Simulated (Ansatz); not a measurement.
Zn₂GaAl₃O₈ (14 atoms in the cell), run with Ansatz.

```
crystal:
  lattice:
    - [0.000000, 4.069078, 4.069078]
    - [4.069078, 0.000000, 4.069078]
    - [4.069078, 4.069078, 0.000000]
  atoms:
    - { symbol: Zn, position: [0.130978, 0.132122, 0.108705] }
    - { symbol: Zn, position: [0.822809, 0.891952, 0.897143] }
    - { symbol: Ga, position: [0.463416, 0.537544, 0.515116] }
    - { symbol: Al, position: [0.530392, 0.486609, 0.973164] }
    - { symbol: Al, position: [0.499634, 0.976623, 0.502303] }
    - { symbol: Al, position: [0.955337, 0.504620, 0.499566] }
    - { symbol: O, position: [0.277226, 0.236814, 0.289107] }
    - { symbol: O, position: [0.280207, 0.268426, 0.712803] }
    - { symbol: O, position: [0.254636, 0.695735, 0.275217] }
    - { symbol: O, position: [0.693207, 0.248687, 0.292100] }
    - { symbol: O, position: [0.733518, 0.774501, 0.294326] }
    - { symbol: O, position: [0.729325, 0.721028, 0.723297] }
    - { symbol: O, position: [0.699156, 0.286989, 0.779167] }
    - { symbol: O, position: [0.287149, 0.733897, 0.722485] }
kpoints:
  mp_grid: { grid: [2, 2, 2], shift: [0.5, 0.5, 0.5] }
hamiltonian:
  xc: pbesol
scf:
  occupations: { method: fermi_dirac, width: 0.01 }
  max_iter: 4
output:
  forces: true
  eigenvalues: true
  stress: true
```

Launched with:
```bash
ansatz run in.yaml --threads 8 --pin off --max-ram 118750MiB --runs-dir r --events-out ev --progress --plain --backend cuda --devices 0,
```

**What does the convergence history look like?**

It did not converge: it stopped after 4 iterations. The residual is still falling at the last step (down to 3 × 10⁻⁴).

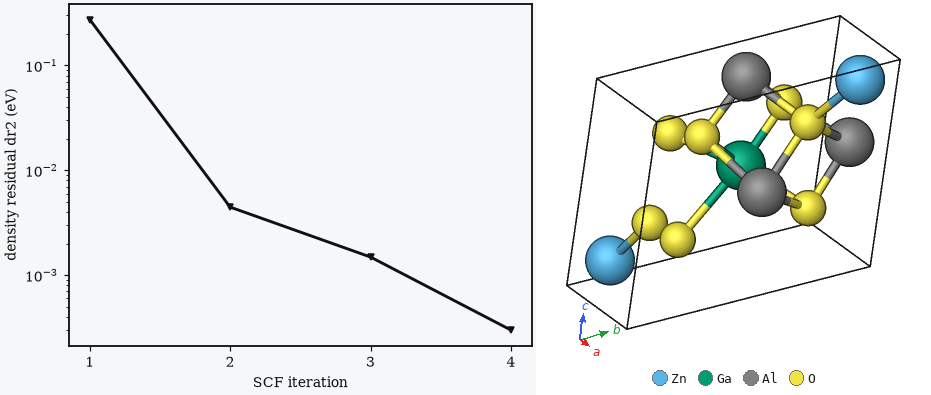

Beside the plot: the structure.

SCF iterations of a calculation: density residual dr2. The starting density is a sum of atomic densities corrected by a trained network.
